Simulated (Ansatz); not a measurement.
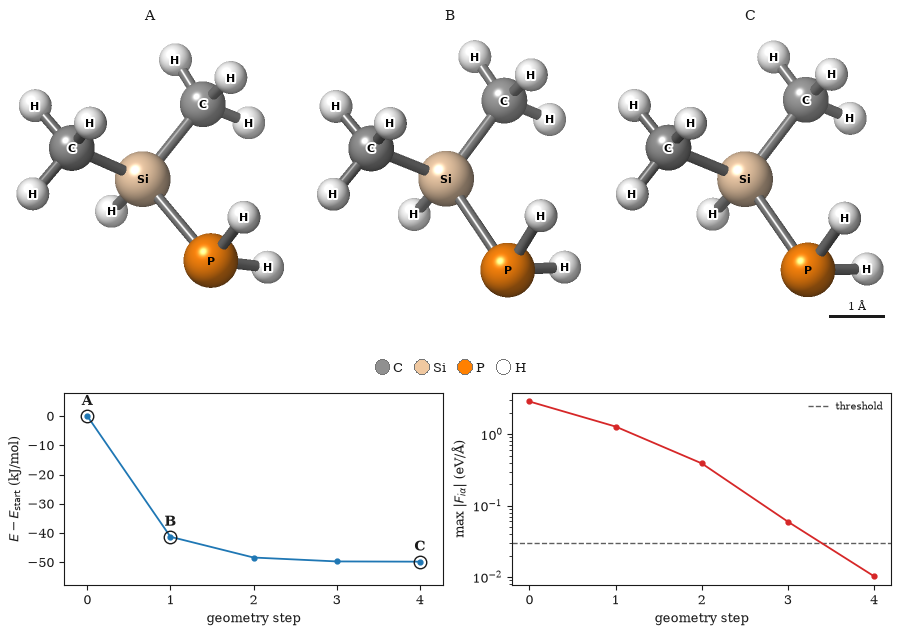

Frames of a relaxation of C2H9PSi (coarse preliminary run), marked on the history of the run. Style: ball-and-stick. Shown at a tilt.

The start comes from a force field.

All numbers below come from RKS PBE-D4/def2-SVP in Ansatz 0.2.0.

Input
```yaml
crystal:
  periodic: [false, false, false]
  atoms:
    - {symbol: C, position_ang: [-1.015800, 1.278600, -0.634600]}
    - {symbol: Si, position_ang: [-0.252600, -0.324200, -0.435200]}
    - {symbol: C, position_ang: [1.532900, -0.165200, -0.128100]}
    - {symbol: P, position_ang: [-1.108600, -1.351600, 1.297400]}
    - {symbol: H, position_ang: [-2.137200, 1.209300, -0.840300]}
    - {symbol: H, position_ang: [-0.932100, 1.968700, 0.237900]}
    - {symbol: H, position_ang: [-0.615300, 1.864300, -1.496700]}
    - {symbol: H, position_ang: [-0.439600, -1.145900, -1.640700]}
    - {symbol: H, position_ang: [2.073800, 0.342000, -0.909900]}
    - {symbol: H, position_ang: [1.766400, 0.426600, 0.808200]}
    - {symbol: H, position_ang: [2.021600, -1.147300, 0.042800]}
    - {symbol: H, position_ang: [-0.242600, -2.424100, 1.406100]}
    - {symbol: H, position_ang: [-0.630600, -0.565800, 2.308000]}
basis:
  gaussian: {orbitals: def2-SVP}
hamiltonian: {xc: pbe, dispersion: d4}
relax: {f_tol: 0.03, max_steps: 200}
```

Command:
```bash
ansatz run in.yaml --threads 4 --pin off --events-out ev --progress --plain --max-ram 10444MiB
```

> Describe the path.

P4 moves most after the best rigid fit: 0.19 Å. By element the largest moves are P 0.19 Å, C 0.10 Å, H 0.10 Å, Si 0.04 Å. Near-neighbour distances that change, for instance: C1–Si2 1.786 → 1.892 Å, Si2–P4 2.189 → 2.288 Å, P4–H13 1.366 → 1.444 Å, Si2–C3 1.819 → 1.893 Å. Bond angles that change, for instance: Si2–P4–H12 100.5° → 93.1°, H12–P4–H13 99.7° → 92.4°, C3–Si2–P4 106.9° → 112.8°. The energy falls by 49.8 kJ/mol in 4 geometry steps. Largest force component: 2.9 eV/Å at the start, 0.01 eV/Å at the end. The run took 3.1 s on 4 threads of AMD EPYC 9R45 96-Core, on a shared host. From step 0 to 1: P4 moves most (0.19 Å), energy −41.3 kJ/mol. From step 1 to 4: H13 moves most (0.09 Å), energy −8.51 kJ/mol.

| step | E − E(0), kJ/mol | largest force component, eV/Å |
| --- | --- | --- |
| 0 | 0.00 | 2.8738 |
| 1 | -41.28 | 1.2806 |
| 2 | -48.37 | 0.3906 |
| 3 | -49.71 | 0.0596 |
| 4 | -49.79 | 0.0102 |
